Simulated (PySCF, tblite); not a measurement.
# C2F6: bond homolysis, part 1 of 3

Wanted: bond homolysis for C2F6 (`FC(F)(F)C(F)(F)F`).

Computed with tblite 0.8.0 and PySCF 2.14.0 and routines of our own; the level stands in each step. Atoms count from 0.

### Step 1. The system as given

8 atoms, charge 0, multiplicity 1; geometry from: start built from the parent or by distance geometry.

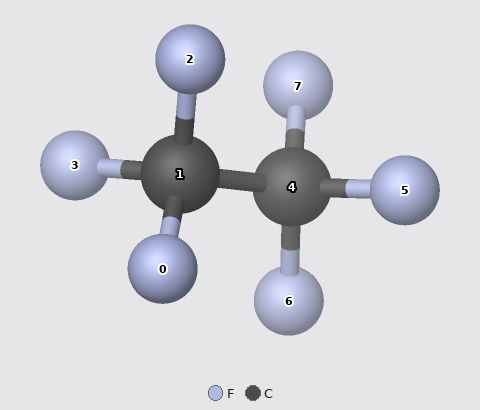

The starting geometry (fluorine light blue, carbon dark grey).

### Step 2. Optimising the geometry with GFN2-xTB

The job: settings as JSON, then the geometry in Å.

```
{"job": {"kind": "relax", "xc": "GFN2-xTB", "basis": "xTB"}, "charge": 0, "multiplicity": 1}
F      1.477000    -0.307400    -1.067900
C      0.743700    -0.075100     0.067800
F      1.248700     1.102500     0.649100
F      0.948500    -1.094400     0.955000
C     -0.730800     0.059900    -0.104200
F     -1.035500     1.124200    -0.953800
F     -1.289000    -1.074400    -0.707200
F     -1.344500     0.283500     1.112100
```

The run is started by

```bash
OMP_NUM_THREADS=1 python redox_run.py task.json out
```

The driver reads the jobs from task.json and runs them one after another.

Standard output:

```text
step      E/eV     max force
  0    -888.32940    3.301
  1    -888.73643    0.950
  2    -888.78662    0.634
  3    -888.79987    0.284
  4    -888.80504    0.188
  5    -888.80720    0.176
  6    -888.81100    0.146
  7    -888.81232    0.131
  8    -888.81379    0.117
  9    -888.81497    0.125
 10    -888.81595    0.088
 11    -888.81661    0.071
 12    -888.81719    0.066
 13    -888.81771    0.074
 14    -888.81800    0.046
 15    -888.81807    0.020
 16    -888.81809    0.013
 17    -888.81811    0.011
 18    -888.81811    0.007
```

It took 0.1 s on 1 thread of Intel Xeon Platinum 8259CL at 2.50GHz, shared host.

Step by step:

| step | energy from step 0 (eV) | largest force (eV/Å) |
| --- | --- | --- |
| 0 | 0.0000 | 3.3015 |
| 1 | -0.4070 | 0.9497 |
| 2 | -0.4572 | 0.6342 |
| 3 | -0.4705 | 0.2837 |
| 4 | -0.4756 | 0.1877 |
| 5 | -0.4778 | 0.1757 |
| 6 | -0.4816 | 0.1463 |
| 7 | -0.4829 | 0.1312 |
| 8 | -0.4844 | 0.1168 |
| 9 | -0.4856 | 0.1246 |
| 10 | -0.4866 | 0.0884 |
| 11 | -0.4872 | 0.0711 |
| 12 | -0.4878 | 0.0658 |
| 13 | -0.4883 | 0.0742 |
| 14 | -0.4886 | 0.0459 |
| 15 | -0.4887 | 0.0196 |
| 16 | -0.4887 | 0.0131 |
| 17 | -0.4887 | 0.0114 |
| 18 | -0.4887 | 0.0073 |

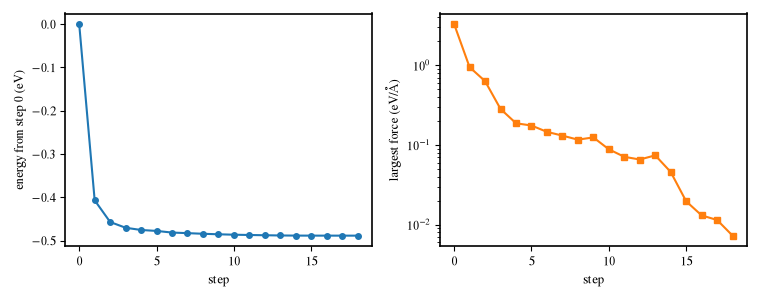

Energy and force, step by step.

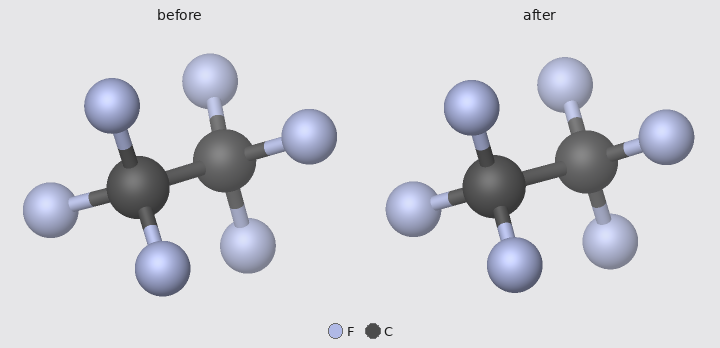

The geometry before (left) and after (right).

Close pairs (by a distance rule), those that changed most:

| bond | before (Å) | after (Å) | change (Å) |
| --- | --- | --- | --- |
| C1–F2 | 1.407 | 1.328 | -0.079 |
| C4–F6 | 1.401 | 1.328 | -0.073 |
| C1–C4 | 1.491 | 1.559 | +0.068 |
| C4–F5 | 1.395 | 1.328 | -0.068 |
| C4–F7 | 1.381 | 1.328 | -0.053 |
| F0–C1 | 1.372 | 1.328 | -0.044 |
| C1–F3 | 1.367 | 1.328 | -0.039 |

The next job starts from the end point, and lists it.

### Step 3. Infrared spectrum with GFN2-xTB

The job: settings as JSON, then the geometry in Å.

```
{"job": {"kind": "ir", "xc": "GFN2-xTB", "basis": "xTB"}, "charge": 0, "multiplicity": 1}
F      1.392845    -0.302497    -1.039977
C      0.769909    -0.068544     0.109049
F      1.265562     1.044783     0.636076
F      1.024612    -1.074659     0.937221
C     -0.765437     0.073201    -0.121405
F     -1.021609     1.096941    -0.927188
F     -1.256482    -1.029580    -0.674287
F     -1.391285     0.279179     1.031381
```

Standard output:

```text
mode    cm-1     km/mol
  1      37.0      0.00
  2     166.4      6.95
  3     166.4      6.94
  4     322.2      0.00
  5     343.3      0.00
  6     343.4      0.00
  7     456.0     26.04
  8     456.1     26.04
  9     550.1      0.00
 10     550.2      0.00
 11     619.4     90.31
 12     745.9      0.00
 13    1041.6    293.56
 14    1118.8      0.01
 15    1119.0      0.03
 16    1137.5    603.38
 17    1137.6    603.45
 18    1212.4      0.00
ZPE 68.924  H(298)-E 90.659  G(298)-E -10.672 kJ/mol  S 339.87 J/(mol K)
```

Wall time 0.27 s (1 thread of Intel Xeon Platinum 8259CL at 2.50GHz, shared host).

The strongest bands and the atoms that carry them (share of the mass-weighted mode):

| cm⁻¹ | km/mol | atoms |
| --- | --- | --- |
| 166 | 7.0 | F6 31 %, F2 31 %, F0 14 %, F7 13 % |
| 166 | 6.9 | F3 29 %, F5 28 %, F7 19 %, F0 18 % |
| 456 | 26.0 | F3 19 %, F5 19 %, F7 14 %, F0 14 % |
| 456 | 26.0 | F6 18 %, F2 18 %, F0 17 %, F7 17 % |
| 619 | 90.3 | C4 13 %, C1 13 %, F6 12 %, F7 12 % |
| 1042 | 293.6 | C4 28 %, C1 28 % |
| 1138 | 603.4 | C4 35 %, C1 35 % |
| 1138 | 603.5 | C4 35 %, C1 35 % |

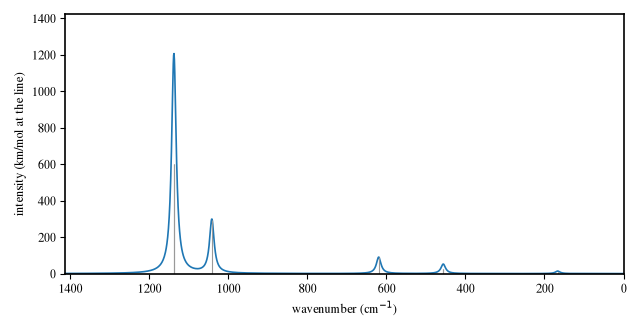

The infrared spectrum from these modes, unscaled. Lines are broadened to a width of 14 cm⁻¹ (Lorentzian).

### Step 4. Optimising the geometry at PBE0-D3(BJ)/def2-SVP

The job, as its differences from that of step 3:

```diff
@@ -1,2 +1,2 @@
-{"job": {"kind": "ir", "xc": "GFN2-xTB", "basis": "xTB"}, "charge": 0, "multiplicity": 1}
+{"job": {"xc": "PBE0", "basis": "def2-SVP", "d3": "d3bj", "grid": 1, "kind": "geom"}, "charge": 0, "multiplicity": 1}
 F      1.392845    -0.302497    -1.039977
```

Standard output:

```text
step   0  E = -674.12319138  max force = 0.005840
step   1  E = -674.12369677  max force = 0.003179
step   2  E = -674.12393162  max force = 0.000490
step   3  E = -674.12394403  max force = 0.000257
optimisation converged
```

It took 21 s on 1 thread of Intel Xeon Platinum 8259CL at 2.50GHz, shared host.

The steps of the relaxation:

| step | energy from step 0 (eV) | largest force component (eV/Å) |
| --- | --- | --- |
| 0 | 0.0000 | 0.3003 |
| 1 | -0.0138 | 0.1635 |
| 2 | -0.0201 | 0.0252 |
| 3 | -0.0205 | 0.0132 |

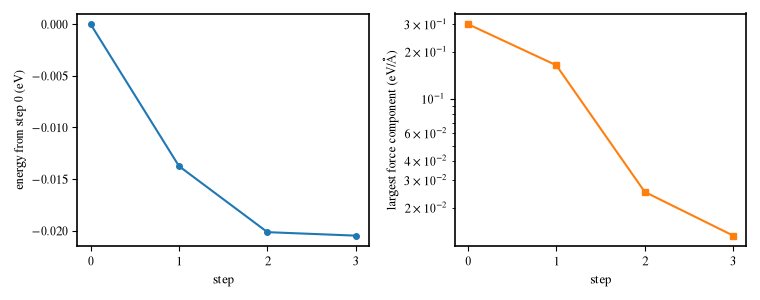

Energy and force, step by step.

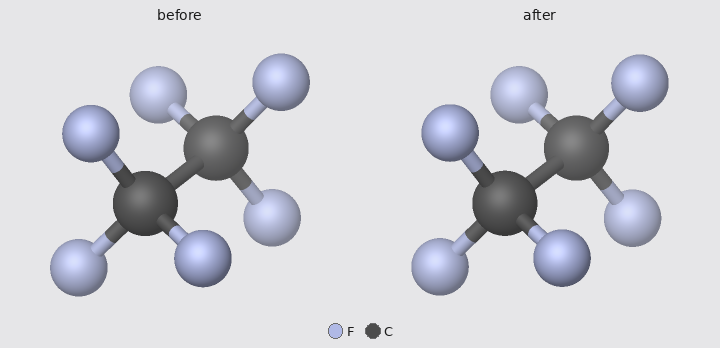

Before and after, at one scale.

Distances of close pairs at the start and the end, largest changes first:

| bond | before (Å) | after (Å) | change (Å) |
| --- | --- | --- | --- |
| C1–C4 | 1.559 | 1.543 | -0.016 |
| C4–F7 | 1.328 | 1.323 | -0.004 |
| F0–C1 | 1.328 | 1.323 | -0.004 |
| C4–F5 | 1.328 | 1.324 | -0.004 |
| C4–F6 | 1.328 | 1.324 | -0.004 |
| C1–F2 | 1.328 | 1.324 | -0.004 |
| C1–F3 | 1.328 | 1.324 | -0.004 |

The final coordinates are the input of the step that follows.

| at the end point | value |
| --- | --- |
| point group (found at 0.08 Å tolerance) | D3d |
| rotational constants (GHz, main isotopes) | 2.858, 1.857, 1.856 |
| dipole moment (D) | 0.00 |

### Step 5. Harmonic vibrations (C₂F₆): PBE0-D3(BJ)/def2-SVP

The job: settings as JSON, then the geometry in Å.

```
{"job": {"xc": "PBE0", "basis": "def2-SVP", "d3": "d3bj", "grid": 2, "kind": "hessian"}, "charge": 0, "multiplicity": 1}
F      1.383467    -0.306134    -1.023454
C      0.759228    -0.075156     0.120415
F      1.238661     1.034237     0.660295
F      0.974942    -1.088118     0.944775
C     -0.754706     0.079559    -0.132677
F     -0.971293     1.107833    -0.937491
F     -1.230251    -1.020279    -0.695040
F     -1.381933     0.286881     1.014046
```

Standard output:

```text
coarse grid: 8688 points
cycle   1  E = -673.7763312068  dE =  1.540e+00  |g| = 1.239e+00  |ddm| = 3.046e+00
cycle   2  E = -673.4473217480  dE =  3.290e-01  |g| = 1.928e+00  |ddm| = 1.973e+00
cycle   3  E = -674.0392790484  dE = -5.920e-01  |g| = 3.550e-02  |ddm| = 1.212e+00
cycle   4  E = -674.0394636209  dE = -1.846e-04  |g| = 1.204e-02  |ddm| = 3.457e-02
cycle   5  E = -674.0394840494  dE = -2.043e-05  |g| = 1.981e-03  |ddm| = 8.727e-03
cycle   6  E = -674.0394847433  dE = -6.938e-07  |g| = 3.652e-04  |ddm| = 1.888e-03
final grid: 92040 points
cycle   7  E = -674.1239570743  dE = -2.826e-05  |g| = 5.631e-03  |ddm| = 1.460e-02
cycle   8  E = -674.1239520869  dE =  4.987e-06  |g| = 8.010e-03  |ddm| = 8.502e-03
cycle   9  E = -674.1239624270  dE = -1.034e-05  |g| = 1.064e-04  |ddm| = 4.812e-03
cycle  10  E = -674.1239624290  dE = -2.038e-09  |g| = 3.667e-05  |ddm| = 1.393e-04
cycle  11  E = -674.1239624293  dE = -2.271e-10  |g| = 1.168e-05  |ddm| = 3.707e-05
cycle  12  E = -674.1239624293  dE = -2.183e-11  |g| = 4.273e-06  |ddm| = 9.553e-06
converged SCF energy = -674.1239624293

mode    cm-1
  1      55.1
  2     213.2
  3     213.4
  4     354.0
  5     384.6
  6     384.8
  7     532.5
  8     532.7
  9     631.4
 10     631.5
 11     730.0
 12     834.6
 13    1165.2
 14    1299.6
 15    1300.2
 16    1311.8
 17    1312.4
 18    1477.8
ZPE 79.940  H(298)-E 99.933  G(298)-E 2.146 kJ/mol  S 327.98 J/(mol K)
```

Wall time 2.8 min (1 thread of Intel Xeon Platinum 8259CL at 2.50GHz, shared host); peak memory 1.6 GiB.

Zero-point energy 79.94 kJ/mol (xTB gave 68.92).

### Step 6. Single point (C₂F₆): M06-2X/def2-TZVP

Geometry: PBE0-D3(BJ)/def2-SVP.

The job, as its differences from that of step 5:

```diff
@@ -1,2 +1,2 @@
-{"job": {"xc": "PBE0", "basis": "def2-SVP", "d3": "d3bj", "grid": 2, "kind": "hessian"}, "charge": 0, "multiplicity": 1}
+{"job": {"kind": "sp", "xc": "M06-2X", "basis": "def2-TZVP", "grid": 3}, "charge": 0, "multiplicity": 1}
 F      1.383467    -0.306134    -1.023454
```

Standard output:

```text
coarse grid: 42160 points
cycle   1  E = -675.0819665480  dE =  1.738e+00  |g| = 1.262e+00  |ddm| = 2.478e+00
cycle   2  E = -674.9710330269  dE =  1.109e-01  |g| = 1.629e+00  |ddm| = 1.341e+00
cycle   3  E = -675.3552122408  dE = -3.842e-01  |g| = 7.001e-02  |ddm| = 6.462e-01
cycle   4  E = -675.3559476343  dE = -7.354e-04  |g| = 2.589e-02  |ddm| = 4.902e-02
cycle   5  E = -675.3560536198  dE = -1.060e-04  |g| = 2.513e-03  |ddm| = 2.040e-02
cycle   6  E = -675.3560557323  dE = -2.112e-06  |g| = 6.693e-04  |ddm| = 3.073e-03
final grid: 113808 points
cycle   7  E = -675.3571864410  dE = -1.182e-05  |g| = 2.536e-03  |ddm| = 1.362e-02
cycle   8  E = -675.3571870571  dE = -6.161e-07  |g| = 1.612e-03  |ddm| = 2.571e-03
cycle   9  E = -675.3571873605  dE = -3.034e-07  |g| = 2.910e-04  |ddm| = 7.527e-04
cycle  10  E = -675.3571873720  dE = -1.156e-08  |g| = 1.411e-04  |ddm| = 1.946e-04
cycle  11  E = -675.3571873756  dE = -3.554e-09  |g| = 1.224e-05  |ddm| = 8.434e-05
converged SCF energy = -675.3571873756
```

Wall time 26 s (1 thread of Intel Xeon Platinum 8259CL at 2.50GHz, shared host); peak memory 0.94 GiB.

### Step 7. Optimising the geometry with GFN2-xTB

This step treats C₂F₅ radical, labelled `F[C](F)C(F)(F)F` (the label fixes atoms and charge, not where charge and spin sit).

The job: settings as JSON, then the geometry in Å.

```
{"job": {"kind": "relax", "xc": "GFN2-xTB", "basis": "xTB"}, "charge": 0, "multiplicity": 2}
C      0.775500    -0.081300     0.115100
F      1.227900     1.042900     0.637300
F      0.992400    -1.095700     0.948000
C     -0.757200     0.094200    -0.153300
F     -0.974500     1.104000    -0.926200
F     -1.241200    -1.022000    -0.703800
F     -1.381500     0.292700     1.003000
```

Standard output:

```text
step      E/eV     max force
  0    -757.70929    1.903
  1    -757.77686    0.869
  2    -757.79468    0.490
  3    -757.81216    0.438
  4    -757.82143    0.354
  5    -757.83090    0.395
  6    -757.83840    0.341
  7    -757.84481    0.214
  8    -757.84919    0.179
  9    -757.85182    0.143
 10    -757.85339    0.113
 11    -757.85459    0.079
 12    -757.85527    0.061
 13    -757.85553    0.040
 14    -757.85562    0.024
 15    -757.85569    0.021
 16    -757.85572    0.012
 17    -757.85572    0.006
```

Run time: 0.09 s. Hardware: 1 thread of Intel Xeon Platinum 8259CL at 2.50GHz, shared host.

Along the way:

| step | energy from step 0 (eV) | largest force (eV/Å) |
| --- | --- | --- |
| 0 | 0.0000 | 1.9033 |
| 1 | -0.0676 | 0.8686 |
| 2 | -0.0854 | 0.4901 |
| 3 | -0.1029 | 0.4379 |
| 4 | -0.1121 | 0.3540 |
| 5 | -0.1216 | 0.3950 |
| 6 | -0.1291 | 0.3405 |
| 7 | -0.1355 | 0.2141 |
| 8 | -0.1399 | 0.1787 |
| 9 | -0.1425 | 0.1433 |
| 10 | -0.1441 | 0.1131 |
| 11 | -0.1453 | 0.0786 |
| 12 | -0.1460 | 0.0611 |
| 13 | -0.1462 | 0.0401 |
| 14 | -0.1463 | 0.0244 |
| 15 | -0.1464 | 0.0206 |
| 16 | -0.1464 | 0.0116 |
| 17 | -0.1464 | 0.0059 |

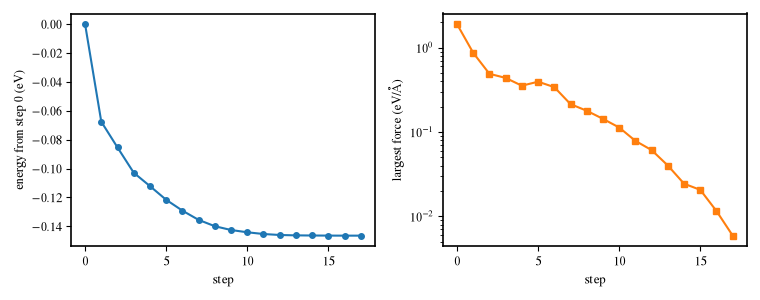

Energy and largest force along the relaxation.

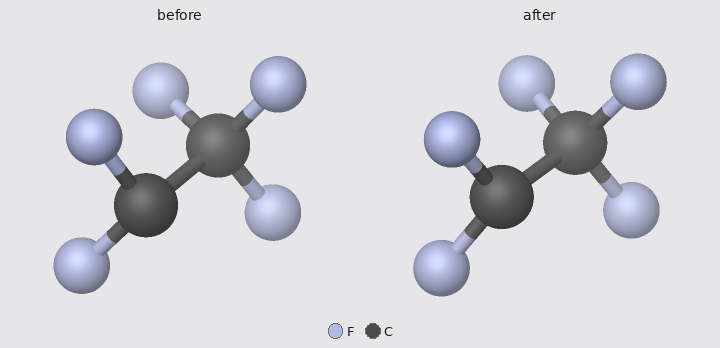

The geometry before (left) and after (right).

Close pairs (by a distance rule), those that changed most:

| bond | before (Å) | after (Å) | change (Å) |
| --- | --- | --- | --- |
| C0–C3 | 1.566 | 1.512 | -0.054 |
| C3–F4 | 1.290 | 1.331 | +0.041 |
| C3–F6 | 1.329 | 1.347 | +0.018 |
| C0–F2 | 1.330 | 1.323 | -0.007 |
| C3–F5 | 1.335 | 1.331 | -0.004 |
| C0–F1 | 1.320 | 1.323 | +0.004 |

The final coordinates are the input of the step that follows.

### Step 8. Vibrational analysis with GFN2-xTB

The job: settings as JSON, then the geometry in Å.

```
{"job": {"kind": "ir", "xc": "GFN2-xTB", "basis": "xTB"}, "charge": 0, "multiplicity": 2}
C      0.707147    -0.054528     0.202860
F      1.341411     1.036267     0.600774
F      1.075383    -1.117314     0.899564
C     -0.763524     0.083768    -0.118439
F     -0.971563     1.108613    -0.941189
F     -1.227133    -1.020620    -0.698627
F     -1.520407     0.298580     0.975224
```

Standard output:

```text
mode    cm-1     km/mol
  1      33.0      0.02
  2     167.5      5.94
  3     177.7      4.32
  4     334.4      0.31
  5     381.7      4.87
  6     432.4     13.26
  7     525.2      6.29
  8     526.8     13.50
  9     585.2     49.69
 10     760.6      0.83
 11     984.3    304.14
 12    1085.2    294.80
 13    1108.1    256.39
 14    1239.2    267.68
 15    1293.0      1.39
ZPE 57.627  H(298)-E 77.656  G(298)-E -25.998 kJ/mol  S 347.66 J/(mol K)
```

Wall time 0.24 s (1 thread of Intel Xeon Platinum 8259CL at 2.50GHz, shared host).

The strongest bands and the atoms that carry them (share of the mass-weighted mode):

| cm⁻¹ | km/mol | atoms |
| --- | --- | --- |
| 432 | 13.3 | F4 22 %, F5 22 %, C0 20 %, F6 16 % |
| 525 | 6.3 | F4 28 %, F5 27 %, F6 14 %, C3 12 % |
| 527 | 13.5 | F6 20 %, F1 19 %, F2 18 %, C0 17 % |
| 585 | 49.7 | C0 38 %, F5 18 %, F4 17 %, C3 11 % |
| 984 | 304.1 | C3 70 %, F6 24 % |
| 1085 | 294.8 | C3 57 %, F5 14 %, F4 11 % |
| 1108 | 256.4 | C3 74 %, F4 13 %, F5 11 % |
| 1239 | 267.7 | C0 71 %, F2 14 %, F1 14 % |

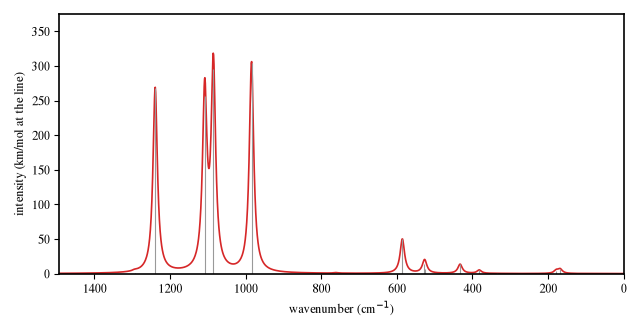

The infrared spectrum from these modes, unscaled. Lines are broadened to a width of 14 cm⁻¹ (Lorentzian).

### Step 9. Optimising the geometry at PBE0-D3(BJ)/def2-SVP

This step treats C2F5 radical, labelled `F[C](F)C(F)(F)F` (the label fixes atoms and charge, not where charge and spin sit).

The job, as its differences from that of step 8:

```diff
@@ -1,2 +1,2 @@
-{"job": {"kind": "ir", "xc": "GFN2-xTB", "basis": "xTB"}, "charge": 0, "multiplicity": 2}
+{"job": {"xc": "PBE0", "basis": "def2-SVP", "d3": "d3bj", "grid": 1, "kind": "geom"}, "charge": 0, "multiplicity": 2}
 C      0.707147    -0.054528     0.202860
```

Standard output:

```text
step   0  E = -574.36894802  max force = 0.016851
step   1  E = -574.36802506  max force = 0.020880
step   2  E = -574.37024904  max force = 0.007823
step   3  E = -574.37067742  max force = 0.004088
step   4  E = -574.37071230  max force = 0.001165
step   5  E = -574.37072169  max force = 0.000368
optimisation converged
```

Wall time 41 s (1 thread of Intel Xeon Platinum 8259CL at 2.50GHz, shared host).

Relaxation path: (the energy doesn't fall at every step)

| step | energy from step 0 (eV) | largest force component (eV/Å) |
| --- | --- | --- |
| 0 | 0.0000 | 0.8665 |
| 1 | 0.0251 | 1.0737 |
| 2 | -0.0354 | 0.4023 |
| 3 | -0.0471 | 0.2102 |
| 4 | -0.0480 | 0.0599 |
| 5 | -0.0483 | 0.0189 |

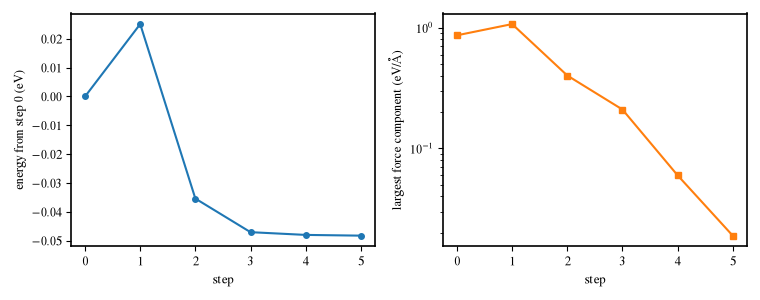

Energy and force, step by step.

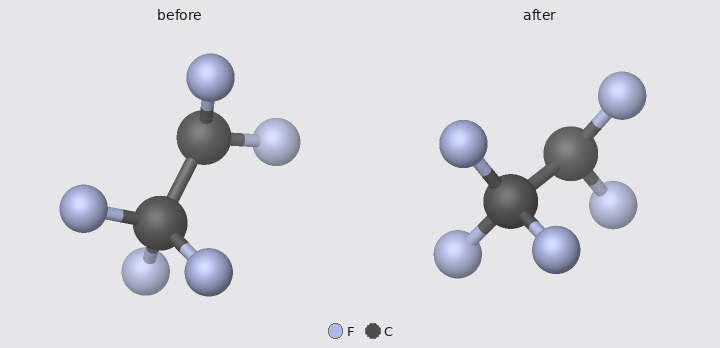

The geometry before (left) and after (right).

Close pairs (by a distance rule), those that changed most:

| bond | before (Å) | after (Å) | change (Å) |
| --- | --- | --- | --- |
| C0–F2 | 1.323 | 1.310 | -0.013 |
| C0–F1 | 1.323 | 1.311 | -0.012 |
| C3–F6 | 1.347 | 1.335 | -0.012 |
| C3–F5 | 1.331 | 1.325 | -0.006 |
| C3–F4 | 1.331 | 1.326 | -0.005 |
| C0–C3 | 1.512 | 1.511 | -0.001 |

The final coordinates are the input of the step that follows.

| at the end point | value |
| --- | --- |
| point group (found at 0.08 Å tolerance) | Cs |
| rotational constants (GHz, main isotopes) | 3.779, 2.422, 1.989 |
| dipole moment (D) | 0.44 |
| ⟨S²⟩ | 0.752 |

### Step 10. Harmonic vibrations (C2F5 radical): PBE0-D3(BJ)/def2-SVP

The job: settings as JSON, then the geometry in Å.

```
{"job": {"xc": "PBE0", "basis": "def2-SVP", "d3": "d3bj", "grid": 2, "kind": "hessian"}, "charge": 0, "multiplicity": 2}
C      0.533867    -0.505312     0.212029
F      1.393826    -0.010454     1.069005
F      0.154839    -1.719237     0.527522
C     -0.600355     0.428336    -0.141687
F     -0.113048     1.575113    -0.594034
F     -1.362672    -0.125622    -1.073655
F     -1.364751     0.691701     0.921069
```

Standard output:

```text
coarse grid: 7608 points
cycle   1  E = -574.0905338282  dE =  1.277e+00  |g| = 7.666e-01  |ddm| = 2.135e+00
cycle   2  E = -573.8305099865  dE =  2.600e-01  |g| = 1.195e+00  |ddm| = 1.248e+00
cycle   3  E = -574.2960587008  dE = -4.655e-01  |g| = 4.652e-02  |ddm| = 7.733e-01
cycle   4  E = -574.2965736568  dE = -5.150e-04  |g| = 3.069e-02  |ddm| = 5.998e-02
cycle   5  E = -574.2968882912  dE = -3.146e-04  |g| = 8.650e-03  |ddm| = 2.499e-02
cycle   6  E = -574.2969188023  dE = -3.051e-05  |g| = 1.762e-03  |ddm| = 8.478e-03
cycle   7  E = -574.2969212972  dE = -2.495e-06  |g| = 9.045e-04  |ddm| = 3.395e-03
final grid: 80440 points
cycle   8  E = -574.3706840613  dE = -2.542e-05  |g| = 3.651e-03  |ddm| = 8.664e-03
cycle   9  E = -574.3706796221  dE =  4.439e-06  |g| = 5.258e-03  |ddm| = 5.686e-03
cycle  10  E = -574.3706886048  dE = -8.983e-06  |g| = 1.275e-04  |ddm| = 3.254e-03
cycle  11  E = -574.3706886085  dE = -3.739e-09  |g| = 1.043e-04  |ddm| = 1.805e-04
cycle  12  E = -574.3706886123  dE = -3.783e-09  |g| = 2.459e-05  |ddm| = 8.267e-05
cycle  13  E = -574.3706886126  dE = -2.750e-10  |g| = 8.375e-06  |ddm| = 2.633e-05
cycle  14  E = -574.3706886126  dE = -3.854e-11  |g| = 3.935e-06  |ddm| = 1.106e-05
converged SCF energy = -574.3706886126

mode    cm-1
  1      54.5
  2     206.7
  3     219.8
  4     371.8
  5     428.1
  6     524.6
  7     600.7
  8     622.4
  9     715.5
 10     852.4
 11    1177.7
 12    1250.7
 13    1300.5
 14    1367.5
 15    1474.6
ZPE 66.797  H(298)-E 85.296  G(298)-E -15.132 kJ/mol  S 336.84 J/(mol K)
```

It took 3.5 min on 1 thread of Intel Xeon Platinum 8259CL at 2.50GHz, shared host; peak memory 1.6 GiB.

Zero-point energy 66.80 kJ/mol (xTB gave 57.63).

(Continued in part 2 of 3.)
